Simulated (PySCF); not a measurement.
**Run report: Ar³⁺, atomic calculation**

- system: Ar³⁺, configuration 1s2 2s2 2p6 3s2 3p3, multiplicity 4.
- method: unrestricted PBE0, aug-cc-pV(D+d)Z, non-relativistic, point nucleus (PySCF)

**Input**
```python
from pyscf import gto, scf, dft, mp, cc
import basis_set_exchange as bse
mol = gto.M(atom="Ar 0 0 0", charge=3, spin=3, symmetry="D2h",
            basis=gto.basis.parse(bse.get_basis("aug-cc-pV(D+d)Z", elements=["Ar"], fmt="nwchem")))
mf = dft.UKS(mol, xc="PBE0")
mf.irrep_nelec = {'Ag': (3, 3), 'B1u': (2, 1), 'B2u': (2, 1), 'B3u': (2, 1)}
mf.kernel()
```

The script is an equivalent of what the driver set up; the driver started from orbitals of its own, so the log can be shorter than this script's would be, and it computed the properties (radii, ⟨L²⟩, response) afterwards. It held the occupations shell by shell, which the script's counts by irreducible representation don't always enforce.

Hardware: 1 CPU thread, shared host.

**Log (extracts)**
```
damping factor = 0
level_shift factor = 0
DIIS = <class 'pyscf.scf.diis.CDIIS'>
diis_start_cycle = 1
diis_space = 10
diis_damp = 0
SCF conv_tol = 1e-09
SCF conv_tol_grad = None
number electrons alpha = 9  beta = 6
XC functionals = PBE0
    C. Adamo and V. Barone.,  J. Chem. Phys. 110, 6158 (1999)
    M. Ernzerhof and G. E. Scuseria.,  J. Chem. Phys. 110, 5029 (1999)
cycle= 1 E= -524.276733424219  delta_E= -0.00139  |g|= 0.00239  |ddm|= 0.202
cycle= 2 E= -524.276735013241  delta_E= -1.59e-06  |g|= 0.000152  |ddm|= 0.00773
cycle= 3 E= -524.27673502557  delta_E= -1.23e-08  |g|= 1.56e-05  |ddm|= 0.00107
cycle= 4 E= -524.276735025691  delta_E= -1.22e-10  |g|= 2.31e-06  |ddm|= 8.14e-05
converged SCF energy = -524.276735025691  <S^2> = 3.7502601  2S+1 = 4.0001301
```

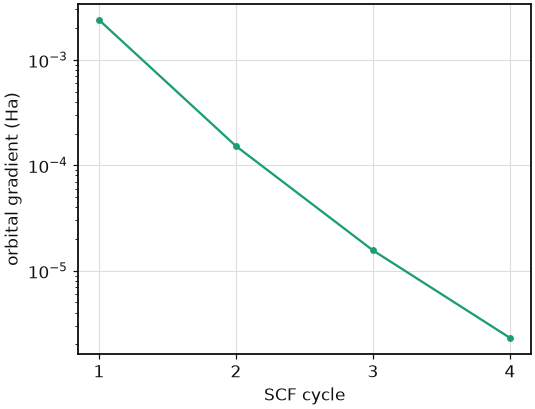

**Figure 1.** Convergence: orbital gradient against the SCF cycle. The residual falls at every step. It goes from 0.0024 to 2.3×10⁻⁶ in 4 steps.

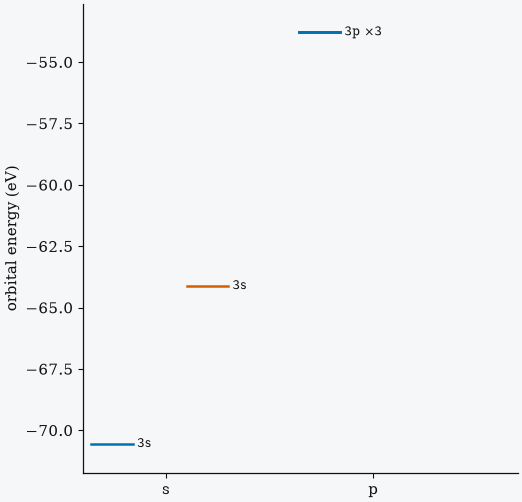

**Figure 2.** Orbital energies of the mean field, from the top down to −70.6 eV, by angular momentum, α spin at the left of each column and β at the right; ×n counts the orbitals under one label. The highest filled orbital is 3p α at −53.8 eV, the lowest empty one p β at −45.3 eV.

**Key numbers**

```
             quantity                     value
              outcome                 converged
         total energy       −524.276735 hartree
       kinetic energy        523.140806 hartree
                 ⟨S²⟩                     3.750
static polarisability                3.58 bohr³
  C₆ of the like pair        9.65 hartree bohr⁶
       SCF iterations                         4
             CPU time  0.64 s (integrals apart)
```
